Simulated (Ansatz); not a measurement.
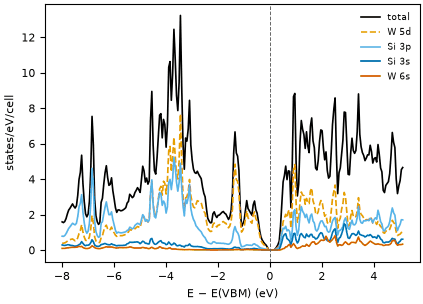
Figure. Total and projected density of states of Si2W in space group P6_222 (No. 180; Si on 6j, W on 3d), plane-wave PAW r²SCAN (Ansatz code)

Question: Which orbitals carry the states next to the gap?

Answer: Top 1 eV of the valence band: W 5d 77 %, Si 3p 13 %, outside the projected shells 6 %. Bottom 1 eV of the conduction band: W 5d 49 %, Si 3p 27 %, Si 3s 14 %, outside the projected shells 6 %. Projections are on Löwdin-orthogonalised atomic valence shells; empty p or d shells of many metals are not among them.

Question: Where is the tallest occupied peak in this window, and what makes it?

Answer: Near -3.4 eV, about 13 states/eV per cell; the largest projected share is W 5d.

The first step of the workflow began from a Materials Project structure, measured or hypothetical; the Crystallography Open Database copy checked does not list it. It is not the phase usual at ambient conditions (space group No. 139). The r²SCAN relaxation kept the symmetry of its start; phonons on a q-mesh show no instability. No spin polarisation was allowed. Scalar-relativistic: spin–orbit coupling is off unless named, which matters more the heavier the elements.

Potentials: the later of the program's two PAW sets.
